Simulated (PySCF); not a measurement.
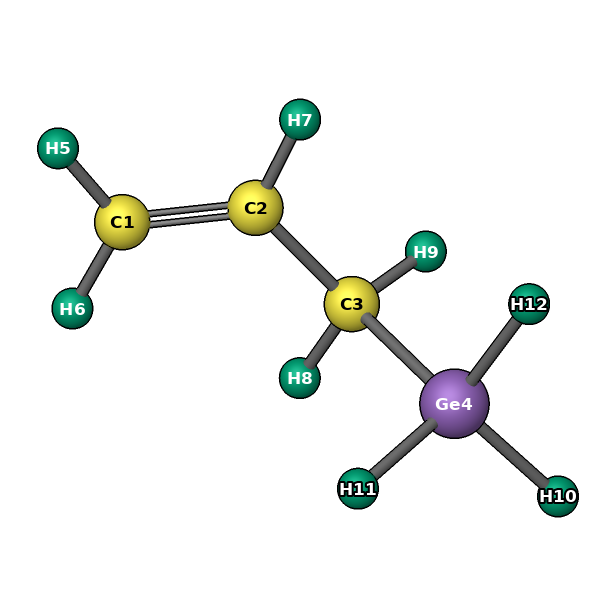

The questions are on isotropic NMR shieldings of the H atoms. The geometry was computed by an optimisation with PBE0-D3(BJ)/def2-SVP. No frequency run is at hand to confirm it as a minimum. Method: GIAO PBE0/pcSseg-1 NMR shielding, non-relativistic, gas phase (PySCF 2.14.0).

### Which H atom is the most shielded (lowest chemical shift)?

H9 (29.48 ppm).

### Which H atom is the least shielded (highest chemical shift)?

H7 (25.25 ppm).

### How wide is the range of H shifts?

4.23 ppm.

Give the isotropic NMR shieldings of the H atoms atom by atom.

| atom | σ (ppm) |
| --- | --- |
| H5 | 26.09 |
| H6 | 25.98 |
| H7 | 25.25 |
| H8 | 29.46 |
| H9 | 29.48 |
| H10 | 27.23 |
| H11 | 27.60 |
| H12 | 27.42 |
